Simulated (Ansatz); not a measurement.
## Rh (Rhodium, Fm-3m): thermal expansion from first principles

Aim: the lattice, expansion, heat capacity and bulk modulus of Rhodium as it warms.

Main program and level: Ansatz 0.2.0; DFT PBEsol, scalar-relativistic, plane waves, PAW.

The database entry behind the starting cell differs from later determinations by our own check (an axis about 0.2 % short against later determinations), so it need not match the best structure at ambient conditions.

## 1. Starting point

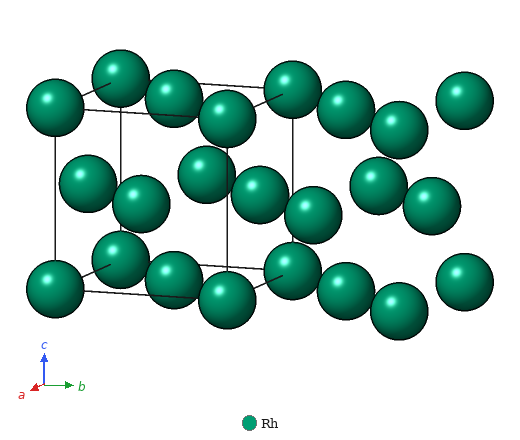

Start, viewed slightly off an axis; rhodium teal. 1×2×1 cells are drawn. This picture shows the conventional cell, with its axes. Some periodic images of atoms are drawn too.

Coordinates:

```cif
data_structure
_symmetry_space_group_name_H-M 'P 1'
_symmetry_Int_Tables_number 1
_cell_length_a 2.6840
_cell_length_b 2.6840
_cell_length_c 2.6840
_cell_angle_alpha 60.000
_cell_angle_beta 60.000
_cell_angle_gamma 60.000
_cell_volume 13.67
loop_
_atom_site_label
_atom_site_type_symbol
_atom_site_fract_x
_atom_site_fract_y
_atom_site_fract_z
_atom_site_occupancy
Rh1 Rh 0.00000 0.00000 0.00000 1
```

## 2. Probe on a coarse mesh

A cheap single point shows whether the cell is a metal or an insulator and how far it is from rest; that sets the k-mesh and the occupations of what follows.

input.yaml reads:

```yaml
crystal:
  lattice:
    - [0.0, 1.89785, 1.89785]
    - [1.89785, 0.0, 1.89785]
    - [1.89785, 1.89785, 0.0]
  atoms:
    - { symbol: Rh, position: [0.0, 0.0, 0.0] }
kpoints:
  mp_grid: { grid: [8, 8, 8] }
hamiltonian:
  xc: pbesol
scf:
  occupations: { method: gaussian, width: 0.1 }
  lower_state_search: "off"
output:
  forces: true
  stress: true
  eigenvalues: true
```

Launch:

```bash
$ ansatz run input.yaml --threads 8 --pin off --max-ram 16384MiB --backend cpu --events-out ev --progress --plain --runs-dir out
```

Numbers of over 12 decimals in the logs are rounded to 6 here.

What it wrote:

```text
Engine: ansatz 0.2.0, aarch64-unknown-linux-gnu
Pseudopotentials: kind: paw
Pseudopotential: Rh, paw, valence charge 17, recommended cutoff 420 eV (normal), Rh.paw.azcp
Functional definition: PBEsol
  exchange = pbesol_x
  correlation = pbesol_c
Crystal: 1 atoms, lattice volume = 13.671 Å³
Basis set: ecut = 420 eV, 283 PW (Γ), exchange–correlation on 36×36×36 points (8 copies of the dense FFT grid, shifted against one another)
Bands: 13, of which v1, the nominal top of the filled ones, is band 9 counted from 1 (8 counted from 0)
Symmetry: 48 space group operations
Space group: Fm-3m (ITA 225), of the structure as read, at distance tolerance 2.4e-5 Å
k-points: 29 of 512
Non-local potential: Rh, projectors of the file, l = 0: 3, l = 1: 2, l = 2: 2, l = 3: 1
PAW form: soft (Blöchl's): semilocal exchange-correlation on the pseudo side does not see the compensation charge
PAW frozen core: Rh, regenerated for the run's functional, and the local potential with it (the file was generated under x = pbe(κ = 0.804, μ = 0.219515), c = pbe(β = 0.066725))
PAW one-centre angular grid: Rh, 590 points (default); XC on 64 Gauss nodes
Initial density: superposition of atomic densities (neutral atoms: chi_scale 0, normalization atom), corrected by the library's trained network
Initial wavefunctions: pseudopotential atomic-orbital guess
Functional: x = pbesol(κ = 0.804, μ = 0.123457), c = pbesol(β = 0.046)
SCF iter   1: F=—  HF=-6338.714618 eV  |F-HF|=—  |Δ(HF+E_count)|=         —  Δρ=8.70e-3  dr2=5.36e-3  ethr=1.77e-3  ⟨swp⟩=4.9  Hψ=2050  notcnv=0
preconditioner: auto → none  [metal: Δε(μ)=0.096 eV  Ē_g=14.052 eV  σ=0.100 eV  W_gap=0.48  n_scr=0 (ndim 8)  ℏωp=30.1 eV  f_vac=0.000  D(μ)=1.91/eV (n_scr^D=26)]
SCF iter   2: F=—  HF=-6338.713224 eV  |F-HF|=—  |Δ(HF+E_count)|=   1.39e-3  Δρ=3.45e-3  dr2=5.62e-4  ethr=3.15e-5  ⟨swp⟩=2.6  Hψ=821  notcnv=0
SCF iter   3: F=—  HF=-6338.713092 eV  |F-HF|=—  |Δ(HF+E_count)|=   1.32e-4  Δρ=1.78e-3  dr2=5.33e-5  ethr=3.31e-6  ⟨swp⟩=2.5  Hψ=555  notcnv=0
SCF iter   4: F=—  HF=-6338.713089 eV  |F-HF|=—  |Δ(HF+E_count)|=   2.68e-6  Δρ=1.11e-4  dr2=3.86e-7  ethr=3.14e-7  ⟨swp⟩=1.3  Hψ=441  notcnv=0
iter 5 did not close the SCF: its close was put off for the readings that it lacked (scf_convergence_deferred on its scf_iter line)
SCF iter   5: F=-6338.713089 eV  HF=-6338.713089 eV  |F-HF|=2.20e-9  |Δ(HF+E_count)|=   1.52e-7  Δρ=1.34e-5  dr2=8.00e-9  ethr=2.27e-9  ⟨swp⟩=2.2  Hψ=581  notcnv=0
SCF iter   6: F=-6338.713089 eV  HF=-6338.713089 eV  |F-HF|=2.09e-11  |Δ(HF+E_count)|=  9.32e-10  Δρ=2.07e-6  dr2=1.58e-10  ethr=4.70e-11  ⟨swp⟩=2.0  Hψ=1287  notcnv=0
SCF 1 converged in 6 iterations: F = -6338.713089 eV  dr2 = 1.58e-10
  greatest PAW one-centre occupation: 1.000 electrons in one spin orbital (limit 2), on the Rh atom at site 0 (counted from 0), in its partial waves of l = 0
SCF converged after 6 iterations
Free energy (F): -6338.713089 eV
Harris-Foulkes:  -6338.713089 eV  (|F-HF|=2.09e-11)
Internal energy: -6338.703308 eV  (E = F + TS)
E sigma→0 (E₀):  -6338.708199 eV
Entropy (-TS):   -0.009782 eV (-9.782 meV/atom)
Fermi energy:    22.445646 eV
--- Per-component energies (eV) ---
  E_band       = -84.662860
  E_kinetic    = 573.505855
  E_local      = -1557.255489  (includes V_loc(G=0)·N_el)
  E_nonlocal   = 356.515259
  E_hartree    = 546.183821
  E_xc         = -220.665109
  E_vxc        = -278.036212  (∫ρ·V_xc dr)
  E_paw        = -3523.908444  (= ΣΔE_a)
  E_vpaw       = -271.761207  (= ΣTr[D̂ρ^β])
  E_aug_tail   = 0.000800  (compensation charges beyond the density's cutoff)
  E_ewald      = -2513.356200
  E_core_change = 0.276200  (= ΣΔE_core)
  E_smearing   = -0.009782  (= −TS)
  E_closure    = -0.000000  (closes the sum)
  Σ components = -6338.713089   (vs F -6338.713089, Δ=0.00e0)
--- Forces (eV/Å), atoms counted from 1 ---
  atom   1  Rh     0.00000000     0.00000000     0.00000000
  max |Σ_I F_I| component: 4.93e-32 eV/Å
--- Stress (GPa, compression-positive) ---
       -2.671426       0.000000       0.000000
       -0.000000      -2.671426      -0.000000
       -0.000000      -0.000000      -2.671426
  P = ⅓ Tr σ = -2.6714 GPa (-26.714 kbar)
--- Band table (eV; the first three rows and the last of 29) ---
  k-point 0: bands = [... 5 lower, 19.2978, 19.2978, 19.2978, 21.4418, 21.4418, 38.1225, 43.4894, 43.4894]
  k-point 1: bands = [... 5 lower, 19.0590, 19.5164, 19.5164, 21.3399, 21.3399, 38.9439, 41.0632, 44.3863]
  k-point 2: bands = [... 5 lower, 19.1485, 19.6696, 19.6696, 21.6010, 21.6010, 37.4161, 39.7371, 46.5478]
  k-point 28: bands = [... 5 lower, 18.5554, 18.5554, 21.2162, 23.4380, 32.0125, 32.0125, 33.6086, 35.0940]
```

Run time: 0.71 s. Hardware: 8 threads of Arm Neoverse V2, shared host; peak memory 0.26 GiB.

The column dr2 measures how far the density is from self-consistency, as an energy; F and HF (Harris–Foulkes) agree once it is small.

This step gave:

| Item | Value |
| --- | --- |
| pressure | -2.671 GPa |
| volume per atom | 13.67 Å³/atom |
| gap on the k-mesh | 0 eV |

The start is under -2.7 GPa at this level and looks like a metal on this mesh.

## 3. Relaxation

Phonons are second derivatives about a minimum, so cell and atoms are relaxed first, inside the symmetry of the start.

input.yaml, the sections that differ from step 2:

```yaml
kpoints:
  mp_grid: { grid: [18, 18, 18] }
relax:
  adjacent_minimum: "off"
  f_tol: 0.005
  max_steps: 80
  cell: { stress_tol: 0.05 }
# crystal, hamiltonian, scf, output: as in step 2
```

What it wrote:

```text
[...]
Crystal: 1 atoms, lattice volume = 13.671 Å³
Basis set: ecut = 420 eV, 283 PW (Γ), exchange–correlation on 36×36×36 points (8 copies of the dense FFT grid, shifted against one another)
Bands: 13, of which v1, the nominal top of the filled ones, is band 9 counted from 1 (8 counted from 0)
Symmetry: 48 space group operations
[...]
k-points: 195 of 5832
[...]
SCF iter   1: F=—  HF=-6338.750696 eV  |F-HF|=—  |Δ(HF+E_count)|=         —  Δρ=9.90e-3  dr2=1.10e-2  ethr=1.77e-3  ⟨swp⟩=4.9  Hψ=13968  notcnv=0
[...]
SCF iter   6: F=-6338.747256 eV  HF=-6338.747256 eV  |F-HF|=1.45e-10  |Δ(HF+E_count)|=  2.07e-10  Δρ=4.84e-6  dr2=5.49e-10  ethr=7.71e-11  ⟨swp⟩=2.8  Hψ=8698  notcnv=0
SCF 1 converged in 6 iterations: F = -6338.747256 eV  dr2 = 5.49e-10
[...]
relax step   1: F+E_penalty+E_count = -6338.74725639 eV  Δ(F+E_penalty+E_count) = +0.000e0 eV  max|allowed force component| = 0.000e0 eV/Å  Δτ_max = 0.0000 Å  P = -3.566 GPa  Ω = 13.671 Å³  (6 SCF iters, dr2 threshold 1.00e-7 eV, accepted)
Crystal: 1 atoms, lattice volume = 13.362 Å³
Basis set: ecut = 420 eV, 259 PW (Γ), exchange–correlation on 36×36×36 points (8 copies of the dense FFT grid, shifted against one another)
[...]
iter 1 solved again at ethr=3.90e-6 eV; its pass at ethr=3.10e-3 eV (dr2=6.64e-4 eV) is discarded
[...]
SCF iter   4: F=-6338.747978 eV  HF=-6338.747978 eV  |F-HF|=5.18e-8  |Δ(HF+E_count)|=   1.67e-6  Δρ=4.32e-5  dr2=5.60e-8  ethr=5.88e-10  ⟨swp⟩=3.5  Hψ=9381  notcnv=0
SCF 2 converged in 4 iterations: F = -6338.747978 eV  dr2 = 5.60e-8
relax step   2: F+E_penalty+E_count = -6338.74797766 eV  Δ(F+E_penalty+E_count) = -7.213e-4 eV  max|allowed force component| = 0.000e0 eV/Å  Δτ_max = 0.0000 Å  P = +3.167 GPa  Ω = 13.362 Å³  energy of the carried Pulay correction = +1.837e-4 eV  (4 SCF iters, dr2 threshold 1.00e-7 eV, accepted)
Crystal: 1 atoms, lattice volume = 13.506 Å³
[...]
SCF iter   4: F=-6338.749261 eV  HF=-6338.749261 eV  |F-HF|=9.65e-9  |Δ(HF+E_count)|=   2.79e-7  Δρ=1.88e-5  dr2=1.07e-8  ethr=5.88e-10  ⟨swp⟩=3.0  Hψ=9122  notcnv=0
SCF 3 converged in 4 iterations: F = -6338.749261 eV  dr2 = 1.07e-8
relax step   3: F+E_penalty+E_count = -6338.74926071 eV  Δ(F+E_penalty+E_count) = -1.283e-3 eV  max|allowed force component| = 0.000e0 eV/Å  Δτ_max = 0.0000 Å  P = -0.079 GPa  Ω = 13.506 Å³  energy of the carried Pulay correction = +9.783e-5 eV  (4 SCF iters, dr2 threshold 1.00e-7 eV, accepted)
[...]
relax step   4: F+E_penalty+E_count = -6338.74926371 eV  Δ(F+E_penalty+E_count) = -2.993e-6 eV  max|allowed force component| = 0.000e0 eV/Å  Δτ_max = 0.0000 Å  P = -0.002 GPa  Ω = 13.502 Å³  energy of the carried Pulay correction = +9.994e-5 eV  (2 SCF iters, dr2 threshold 1.57e-8 eV, accepted)
[...]
SCF iter   5: F=-6338.749167 eV  HF=-6338.749167 eV  |F-HF|=1.82e-12  |Δ(HF+E_count)|=  9.00e-11  Δρ=4.23e-7  dr2=2.59e-12  ethr=1.00e-12  ⟨swp⟩=4.0  Hψ=10236  notcnv=0
SCF 5 converged in 5 iterations: F = -6338.749167 eV  dr2 = 2.59e-12
relax step   5: F+E_penalty+E_count = -6338.74916711 eV  Δ(F+E_penalty+E_count) = +9.659e-5 eV  max|allowed force component| = 0.000e0 eV/Å  Δτ_max = 0.0000 Å  P = -0.001 GPa  Ω = 13.502 Å³  stress off target by 6.55e-4 GPa  SCF on the basis re-selected at this cell (its energy is not comparable with the rows above)  (5 SCF iters)
basis re-selected at this cell: Δ(F+E_penalty+E_count) = +9.659e-5 eV, ΔP = +0.001 GPa vs the last step (what re-selecting the basis moved, of the pressure what is left beyond the Pulay correction that the steps carried, after the strain that the cell walked since its last selection, with what the two solves' SCF thresholds leave and, on support functions, any second-order correction that the steps lacked; it is no measure of the basis error at this ecutwfc). This SCF's stress stands 6.55e-4 GPa from its target on what of the cell is left free (relax.cell.stress_tol is 5.00e-2 GPa) and its largest allowed force component is 0.00e0 eV/Å (relax.f_tol is 5.00e-3 eV/Å): [rest of the remark cut]
SCF converged after 5 iterations
Free energy (F): -6338.749167 eV
[...]
Internal energy: -6338.742575 eV  (E = F + TS)
E sigma→0 (E₀):  -6338.745871 eV
Entropy (-TS):   -0.006592 eV (-6.592 meV/atom)
Fermi energy:    22.775356 eV
[...]
--- Stress (GPa, compression-positive) ---
       -0.000655      -0.000000      -0.000000
       -0.000000      -0.000655       0.000000
       -0.000000       0.000000      -0.000655
  P = ⅓ Tr σ = -0.0007 GPa (-0.007 kbar)
--- Band table (eV; the first three rows and the last of 195) ---
  k-point 0: bands = [... 5 lower, 19.5773, 19.5773, 19.5773, 21.7500, 21.7500, 38.4790, 43.9014, 43.9014]
  k-point 1: bands = [... 5 lower, 19.5197, 19.6279, 19.6279, 21.7212, 21.7212, 38.6648, 43.2446, 44.0857]
  k-point 2: bands = [... 5 lower, 19.3755, 19.7602, 19.7602, 21.6589, 21.6589, 39.1653, 41.8556, 44.6270]
  k-point 194: bands = [... 5 lower, 18.3784, 19.3257, 21.5917, 23.7941, 31.6916, 33.1802, 34.1040, 35.5675]
--- Relaxed structure (4 steps of the walk, 4 accepted, 1 SCFs on fresh bases) ---
  F+E_penalty+E_count = -6338.74916711 eV   max|allowed force component| = 0.000e0 eV/Å   (the final SCF, on the basis selected at the relaxed cell)
  cell:  # Å, volume = 13.5023 Å³
    - [0, 1.889990, 1.889990]
    - [1.889990, 0, 1.889990]
    - [1.889990, 1.889990, 0]
  atoms:
    - { symbol: Rh, position: [0.0, 0.0, 0.0] }
```

It took 1.5 s on 8 threads; peak memory 0.32 GiB.

The steps of the relaxation:

| step | energy less that of the first step (eV) | largest force component (eV/Å) | pressure (GPa) | volume (Å³) |
| --- | --- | --- | --- | --- |
| 1 | 0.0000 | 0.0000 | -3.57 | 13.67 |
| 2 | -0.0007 | 0.0000 | 3.17 | 13.36 |
| 3 | -0.0020 | 0.0000 | -0.08 | 13.51 |
| 4 | -0.0020 | 0.0000 | 0.00 | 13.50 |
| 5* | -0.0019 | 0.0000 | 0.00 | 13.50 |

Relaxation steps marked * repeat the geometry before them on a plane-wave basis chosen anew for their cell, so energy and pressure can jump there.

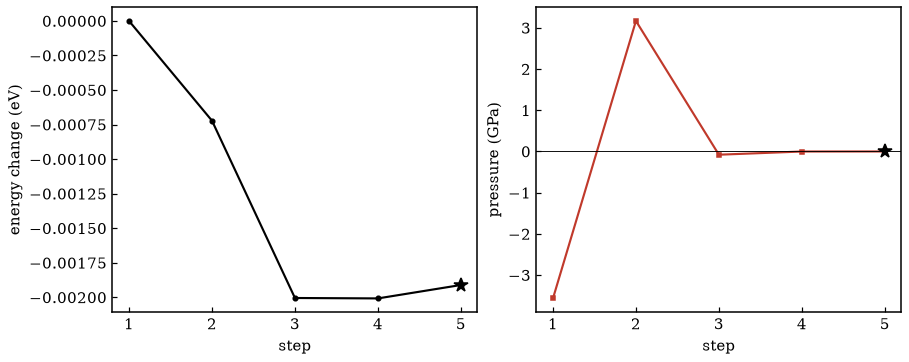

Energy and pressure along the relaxation. Stars mark steps on a basis chosen anew.

| conventional cell, symmetrised | before | after | change |
| --- | --- | --- | --- |
| a (Å) | 3.796 | 3.780 | -0.4 % |
| b (Å) | 3.796 | 3.780 | -0.4 % |
| c (Å) | 3.796 | 3.780 | -0.4 % |
| volume (Å³/atom) | 13.67 | 13.50 | -1.2 % |

Final coordinates:

```
Rh
1.0
     0.00000    1.88999    1.88999
     1.88999    0.00000    1.88999
     1.88999    1.88999    0.00000
Rh
1
Cartesian
  0.0000 0.0000 0.0000
```

Numbers from this step:

* pressure: -6.55e-4 GPa
* volume per atom: 13.50 Å³/atom

The relaxation ends with a pressure of 0.00 GPa.

## 4. Tight relaxation

The thresholds are tightened for a last relaxation ahead of the phonons, and where mesh or smearing change with them the cell follows.

input.yaml reads:

```yaml
crystal:
  lattice:
    - [0.0, 1.889990049, 1.889990049]
    - [1.889990049, 0.0, 1.889990049]
    - [1.889990049, 1.889990049, 0.0]
  atoms:
    - { symbol: Rh, position: [0.0, 0.0, 0.0] }
kpoints:
  mp_grid: { grid: [20, 20, 20] }
hamiltonian:
  xc: pbesol
scf:
  occupations: { method: methfessel_paxton, width: 0.2 }
  lower_state_search: "off"
output:
  forces: true
  stress: true
  eigenvalues: true
relax:
  adjacent_minimum: "off"
  f_tol: 0.001
  max_steps: 60
  cell: { stress_tol: 0.01 }
```

What it wrote:

```text
[...]
Crystal: 1 atoms, lattice volume = 13.502 Å³
Basis set: ecut = 420 eV, 259 PW (Γ), exchange–correlation on 36×36×36 points (8 copies of the dense FFT grid, shifted against one another)
Bands: 13, of which v1, the nominal top of the filled ones, is band 9 counted from 1 (8 counted from 0)
Symmetry: 48 space group operations
[...]
k-points: 256 of 8000
[...]
k-point 2: bands = [... 5 lower, 19.4180, 19.7399, 19.7399, 21.6840, 21.6840, 39.0550, 42.1679, 44.5035]
  k-point 255: bands = [... 5 lower, 18.8388, 18.8388, 21.5313, 23.8075, 32.4716, 32.4716, 34.0923, 35.5703]
--- Relaxed structure (3 steps of the walk, 3 accepted, 1 SCFs on fresh bases) ---
[...]
cell:  # Å, volume = 13.4982 Å³
    - [0, 1.889798, 1.889798]
    - [1.889798, 0, 1.889798]
    - [1.889798, 1.889798, 0]
  atoms:
    - { symbol: Rh, position: [0.0, 0.0, 0.0] }
[key lines of the parts left out:]
SCF converged after 4 iterations
Free energy (F): -6338.746278 eV
Fermi energy:    22.779385 eV
P = ⅓ Tr σ = 0.0001 GPa (0.001 kbar)
```

The job ended after 1.5 s (8 threads; peak memory 0.34 GiB).

Little changed from the start: no atom moved by 0.005 Å and no cell edge by 0.1 %.

Numbers from this step:

- pressure: 8.61e-5 GPa

The residual pressure is 8.6e-5 GPa, small enough for phonons.

(Part 1 of 3 ends here.)

[Logs are printed without paths, hosts, clocks, repeated set-up lines and the standing remarks that a program may print on its own settings, such as how far it seeks lower states.]

[Hosts, paths, dates, database ids (printed as entryN), source tags and the programs' standing remarks are cut or masked in the printed files.]

[A step with changed settings may run another functional than the one named; its input shows which.]

[Pressures of single members of a volume series are the stress at the run's cutoff; with an incomplete basis they can lie off −dE/dV of the same runs, and they are not shown converged.]
